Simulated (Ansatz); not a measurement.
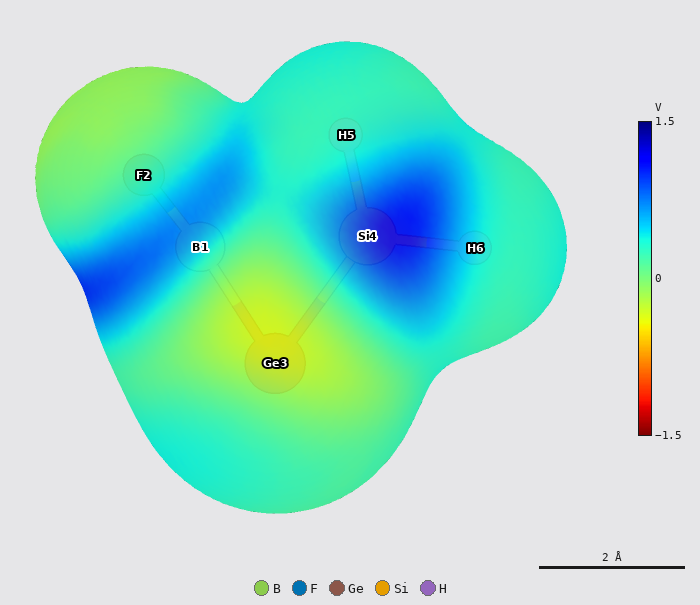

*BFGeH2Si. The molecular electrostatic potential painted on the density surface at 0.002 e/bohr³, seen at a tilt; the colour scale runs from red (negative) to blue (positive).*

Geometry: B3LYP-D3(BJ)/def2-SVP.

Level of theory: Ansatz 0.2.0, isolated molecule in a Gaussian basis; Kohn-Sham density functional theory, functional PBE0.

Input

```
crystal:
  periodic: [false, false, false]
  atoms:
    - symbol: B
      position_ang: [-2.071907, 0.791420, -0.574077]
    - symbol: F
      position_ang: [-3.065075, 0.425105, -1.309830]
    - symbol: Ge
      position_ang: [-0.572400, 1.518372, 0.465340]
    - symbol: Si
      position_ang: [-1.052427, -0.687289, 0.943975]
    - symbol: H
      position_ang: [-2.070268, -1.668171, 0.438880]
    - symbol: H
      position_ang: [-0.242986, -1.421837, 1.968621]
basis:
  gaussian:
    orbitals: def2-TZVPD
hamiltonian:
  xc: {name: PBE0}
output:
  forces: true
  orbitals: {seedname: orbitals}
```

Launched as:

```sh
ansatz run input.yaml --threads 2 --pin off --max-ram 4350MiB --events-out events.jsonl --progress --plain --runs-dir runs
```

Q: Describe the electrostatic potential map.

A: The most negative region (about −0.4 V) lies over Ge3, the most positive (about +1.1 V) over Si4.

Q: How polar is the molecule by this calculation?

A: Its dipole moment is 0.28 D.
